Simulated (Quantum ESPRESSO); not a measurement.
# Collinear magnetic orders of Sb2Pd with Quantum ESPRESSO

Aim: find out which collinear order of Sb2Pd costs least.

Program: Quantum ESPRESSO 7.5. Level of theory: LDA; plane waves with GBRV 1.5 LDA potentials, no spin-orbit coupling. Results are calculated unless marked as measured.

**1. The starting structure**

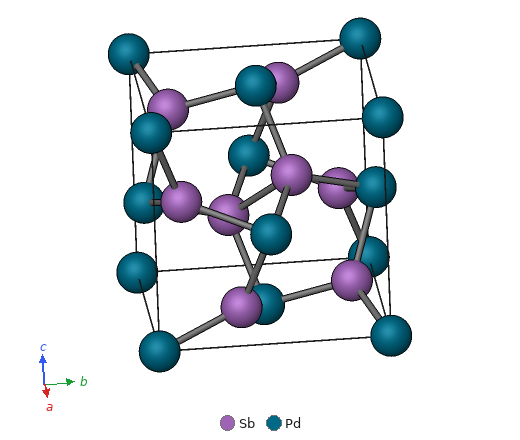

Start, viewed slightly off an axis; antimony purple, palladium blue. Bonds to atoms that aren't drawn are left out. Some periodic images of atoms are drawn too.

The cell comes from the Crystallography Open Database.

**2. Start 1: ferro ++++**

The signs are those of the starting moments on the seeded atoms, the atoms that are given a moment.

pw.in reads:

```
&CONTROL
  calculation = 'scf'
  prefix = 'pwscf'
  outdir = './tmp'
  pseudo_dir = './pseudo'
  disk_io = 'nowf'
/
&SYSTEM
  ibrav = 0
  celldm(1) = 8
  nat = 12
  ntyp = 2
  ecutwfc = 40
  ecutrho = 280
  nbnd = 113
  occupations = 'smearing'
  smearing = 'fd'
  degauss = 0.00734986
  nspin = 2
  starting_magnetization(1) = 0
  starting_magnetization(2) = 0.0375
/
&ELECTRONS
  conv_thr = 2.4d-08
  electron_maxstep = 150
  mixing_beta = 0.3
/
ATOMIC_SPECIES
Sb    121.7600 sb_lda_v1.4.uspp.F.UPF
Pd    106.4200 pd_lda_v1.4.uspp.F.UPF
CELL_PARAMETERS alat
   1.5255759004104    0.0000000000000    0.0000000000000
   0.0000000000000    1.5255759004104    0.0000000000000
   0.0000000000000    0.0000000000000    1.5255759004104
ATOMIC_POSITIONS crystal
Sb      0.3710000000    0.3710000000    0.3710000000
Sb      0.1290000000    0.6290000000    0.8710000000
Sb      0.8710000000    0.1290000000    0.6290000000
Sb      0.6290000000    0.8710000000    0.1290000000
Sb      0.6290000000    0.6290000000    0.6290000000
Sb      0.8710000000    0.3710000000    0.1290000000
Sb      0.1290000000    0.8710000000    0.3710000000
Sb      0.3710000000    0.1290000000    0.8710000000
Pd      0.0000000000    0.0000000000    0.0000000000
Pd      0.5000000000    0.0000000000    0.5000000000
Pd      0.5000000000    0.5000000000    0.0000000000
Pd      0.0000000000    0.5000000000    0.5000000000
K_POINTS automatic
4 4 4 0 0 0
```

Command:

```bash
$ OMP_NUM_THREADS=1 mpirun -n 4 pw.x -nk 4 -in pw.in > pw.out
```

Log:

```text
Program PWSCF v.7.5 starts

     Message from routine setup:
     using ibrav=0 with symmetry is DISCOURAGED, use correct ibrav instead

     K-points division:     npool     =       4
     Subspace diagonalization in iterative solution of the eigenvalue problem:

     G-vector sticks info
     --------------------
     sticks:   dense  smooth     PW     G-vecs:    dense   smooth      PW
     Sum        3313    1893    545               143761    62213    9459

     Using Slab Decomposition

     bravais-lattice index     =            0
     lattice parameter (alat)  =       8.0000  a.u.
     unit-cell volume          =    1817.9060 (a.u.)^3
     number of atoms/cell      =           12
     number of atomic types    =            2
     number of electrons       =       184.00
     number of Kohn-Sham states=          113
     kinetic-energy cutoff     =      40.0000  Ry
     charge density cutoff     =     280.0000  Ry
     scf convergence threshold =      2.4E-08
     mixing beta               =       0.3000
     number of iterations used =            8  plain     mixing
     Exchange-correlation=  SLA  PZ   NOGX NOGC
                           (   1   1   0   0   0   0   0)

     celldm(1)=   8.000000  celldm(2)=   0.000000  celldm(3)=   0.000000
     celldm(4)=   0.000000  celldm(5)=   0.000000  celldm(6)=   0.000000

     crystal axes: (cart. coord. in units of alat)
               a(1) = (   1.525576   0.000000   0.000000 )
               a(2) = (   0.000000   1.525576   0.000000 )
               a(3) = (   0.000000   0.000000   1.525576 )

     reciprocal axes: (cart. coord. in units 2 pi/alat)
               b(1) = (  0.655490  0.000000  0.000000 )
               b(2) = (  0.000000  0.655490  0.000000 )
               b(3) = (  0.000000  0.000000  0.655490 )

     PseudoPot. # 1 for Sb read from file:
     sb_lda_v1.4.uspp.F.UPF
     Pseudo is Ultrasoft + core correction, Zval = 15.0
     Generated by new atomic code, or converted to UPF format
     Using radial grid of  891 points,  6 beta functions with:
                l(1) =   0
                l(2) =   0
                l(3) =   1
                l(4) =   1
                l(5) =   2
                l(6) =   2
     Q(r) pseudized with  8 coefficients,  rinner =    1.350   1.350   1.350
                                                       1.350   1.350

     PseudoPot. # 2 for Pd read from file:
     pd_lda_v1.4.uspp.F.UPF
     Pseudo is Ultrasoft + core correction, Zval = 16.0
     Generated by new atomic code, or converted to UPF format
     Using radial grid of  887 points,  6 beta functions with:
                l(1) =   0
                l(2) =   0
                l(3) =   1
                l(4) =   1
                l(5) =   2
                l(6) =   2
     Q(r) pseudized with  8 coefficients,  rinner =    1.130   1.130   1.130
                                                       1.130   1.130

     atomic species   valence    mass     pseudopotential
     Sb               15.00   121.76000     Sb( 1.00)
     Pd               16.00   106.42000     Pd( 1.00)

     Starting magnetic structure
     atomic species   magnetization
     Sb              0.000
     Pd              0.037

     24 Sym. Ops., with inversion, found (18 have fractional translation)

   Cartesian axes

     site n.     atom                  positions (alat units)
         1        Sb     tau(   1) = (   0.5659887   0.5659887   0.5659887  )
         2        Sb     tau(   2) = (   0.1967993   0.9595872   1.3287766  )
         3        Sb     tau(   3) = (   1.3287766   0.1967993   0.9595872  )
         4        Sb     tau(   4) = (   0.9595872   1.3287766   0.1967993  )
         5        Sb     tau(   5) = (   0.9595872   0.9595872   0.9595872  )
         6        Sb     tau(   6) = (   1.3287766   0.5659887   0.1967993  )
         7        Sb     tau(   7) = (   0.1967993   1.3287766   0.5659887  )
         8        Sb     tau(   8) = (   0.5659887   0.1967993   1.3287766  )
         9        Pd     tau(   9) = (   0.0000000   0.0000000   0.0000000  )
        10        Pd     tau(  10) = (   0.7627880   0.0000000   0.7627880  )
        11        Pd     tau(  11) = (   0.7627880   0.7627880   0.0000000  )
        12        Pd     tau(  12) = (   0.0000000   0.7627880   0.7627880  )

     number of k points=    11  Fermi-Dirac smearing, width (Ry)=  0.0073
                       cart. coord. in units 2pi/alat
        k(    1) = (   0.0000000   0.0000000   0.0000000), wk =   0.0156250
        k(    2) = (   0.0000000   0.0000000   0.1638725), wk =   0.0937500
        k(    3) = (   0.0000000   0.0000000  -0.3277451), wk =   0.0468750
        k(    4) = (   0.0000000   0.1638725   0.1638725), wk =   0.1875000
        k(    5) = (   0.0000000   0.1638725  -0.3277451), wk =   0.0937500
        [... 6 further k-points ...]

     Dense  grid:   143761 G-vectors     FFT dimensions: (  72,  72,  72)

     Smooth grid:    62213 G-vectors     FFT dimensions: (  50,  50,  50)

     Check: negative core charge=   -0.000003
     Generating pointlists ...
     new r_m :   0.2602 (alat units)  2.0814 (a.u.) for type    1
     new r_m :   0.2602 (alat units)  2.0814 (a.u.) for type    2

     Initial potential from superposition of free atoms

     starting charge     173.9999, renormalised to     184.0000

     negative rho (up, down):  1.648E-01 1.528E-01
     Starting wfcs are  120 randomized atomic wfcs

     Self-consistent Calculation

     iteration #  1     ecut=    40.00 Ry     beta= 0.30
     Davidson diagonalization with overlap
     ethr =  1.00E-02,  avg # of iterations =  6.1

     negative rho (up, down):  1.573E-01 1.486E-01

     total energy              =   -2259.58598369 Ry
     estimated scf accuracy    <      46.31511999 Ry

     total magnetization       =     0.32 Bohr mag/cell
     absolute magnetization    =     0.88 Bohr mag/cell

     iteration #  2     ecut=    40.00 Ry     beta= 0.30
     Davidson diagonalization with overlap
     ethr =  1.00E-02,  avg # of iterations =  2.0

     negative rho (up, down):  1.598E-01 1.527E-01

     total energy              =   -2271.61660512 Ry
     estimated scf accuracy    <      11.68012200 Ry

     total magnetization       =     0.06 Bohr mag/cell
     absolute magnetization    =     0.13 Bohr mag/cell

     iteration #  3     ecut=    40.00 Ry     beta= 0.30
     Davidson diagonalization with overlap
     ethr =  6.35E-03,  avg # of iterations =  2.0

     negative rho (up, down):  1.599E-01 1.562E-01

     total energy              =   -2271.55539571 Ry
     estimated scf accuracy    <       1.55263581 Ry

     total magnetization       =     0.05 Bohr mag/cell
     absolute magnetization    =     0.24 Bohr mag/cell

     [... further iterations left out ...]

     iteration # 10     ecut=    40.00 Ry     beta= 0.30
     Davidson diagonalization with overlap
     ethr =  5.15E-08,  avg # of iterations =  2.0

     negative rho (up, down):  1.577E-01 1.577E-01

     total energy              =   -2272.08362527 Ry
     estimated scf accuracy    <       0.00000216 Ry

     total magnetization       =    -0.00 Bohr mag/cell
     absolute magnetization    =     0.00 Bohr mag/cell

     iteration # 11     ecut=    40.00 Ry     beta= 0.30
     Davidson diagonalization with overlap
     ethr =  1.18E-09,  avg # of iterations =  2.3

     negative rho (up, down):  1.577E-01 1.577E-01

     total energy              =   -2272.08362583 Ry
     estimated scf accuracy    <       0.00000040 Ry

     total magnetization       =    -0.00 Bohr mag/cell
     absolute magnetization    =     0.00 Bohr mag/cell

     iteration # 12     ecut=    40.00 Ry     beta= 0.30
     Davidson diagonalization with overlap
     ethr =  2.19E-10,  avg # of iterations =  2.0

     negative rho (up, down):  1.577E-01 1.577E-01

     total energy              =   -2272.08362587 Ry
     estimated scf accuracy    <       0.00000004 Ry

     total magnetization       =    -0.00 Bohr mag/cell
     absolute magnetization    =     0.00 Bohr mag/cell

     iteration # 13     ecut=    40.00 Ry     beta= 0.30
     Davidson diagonalization with overlap
     ethr =  2.18E-11,  avg # of iterations =  2.0

     negative rho (up, down):  1.577E-01 1.577E-01

     Magnetic moment per site  (integrated on atomic sphere of radius R)
     atom   1 (R=0.260)  charge= 12.1416  magn= -0.0000
     atom   2 (R=0.260)  charge= 12.1416  magn= -0.0000
     atom   3 (R=0.260)  charge= 12.1416  magn= -0.0000
     atom   4 (R=0.260)  charge= 12.1416  magn= -0.0000
     atom   5 (R=0.260)  charge= 12.1416  magn= -0.0000
     atom   6 (R=0.260)  charge= 12.1416  magn= -0.0000
     atom   7 (R=0.260)  charge= 12.1416  magn= -0.0000
     atom   8 (R=0.260)  charge= 12.1416  magn= -0.0000
     atom   9 (R=0.260)  charge= 14.3285  magn=  0.0000
     atom  10 (R=0.260)  charge= 14.3285  magn=  0.0000
     atom  11 (R=0.260)  charge= 14.3285  magn=  0.0000
     atom  12 (R=0.260)  charge= 14.3285  magn=  0.0000

     End of self-consistent calculation

     [... lines left out ...]
     the Fermi energy is    13.1141 ev

!    total energy              =   -2272.08362588 Ry
     estimated scf accuracy    <       0.00000002 Ry
     smearing contrib. (-TS)   =      -0.00681029 Ry
     internal energy E=F+TS    =   -2272.07681558 Ry

     The total energy is F=E-TS. E is the sum of the following terms:
     one-electron contribution =    -869.10500106 Ry
     hartree contribution      =     555.72680085 Ry
     xc contribution           =    -472.31637442 Ry
     ewald contribution        =   -1486.38224094 Ry

     total magnetization       =    -0.00 Bohr mag/cell
     absolute magnetization    =     0.00 Bohr mag/cell

     convergence has been achieved in  13 iterations

=------------------------------------------------------------------------------=
   JOB DONE.
=------------------------------------------------------------------------------=
```

Run time: 2.6 min. Hardware: 4 MPI ranks of Arm Neoverse V2, shared host; peak memory 1.4 GiB; 10 min of CPU time.

The spin moment in the atom's sphere vanishes on all atoms.

Numbers from this step:

- smearing term TS: 0.09266 eV
- magnetization: 0 μB
- absolute magnetization: 0 μB
- final state: non-magnetic

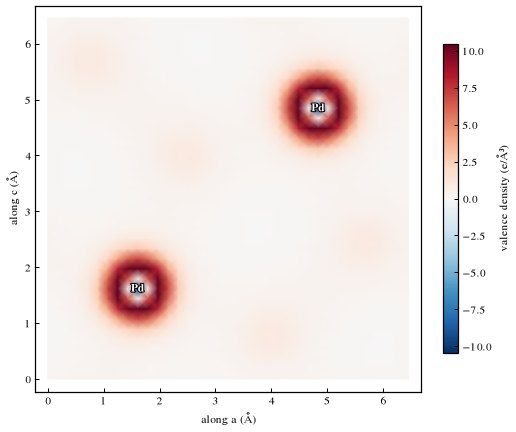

Valence density in the ac plane at fractional y = 0.000, with atoms of Pd within 0.2 Å of it. It is the smooth field of the valence electrons, not physical close to the nuclei. The map starts off the cell's origin, so that atoms lie inside it.

(Part 1 of 2 ends here.)

[Logs and program files are shortened in this print: banners, set-up blocks, solver, clock and traceback lines can be left out without a mark of their own.]

[Logs are printed without paths, hosts, clocks, repeated set-up lines and the standing remarks that a program may print on its own settings, such as how far it seeks lower states.]

[Hosts, paths, dates, database ids (printed as entryN), source tags and the programs' standing remarks are cut or masked in the printed files.]

[Where a cell is said to come from a database of computed structures, the database is the Materials Project.]
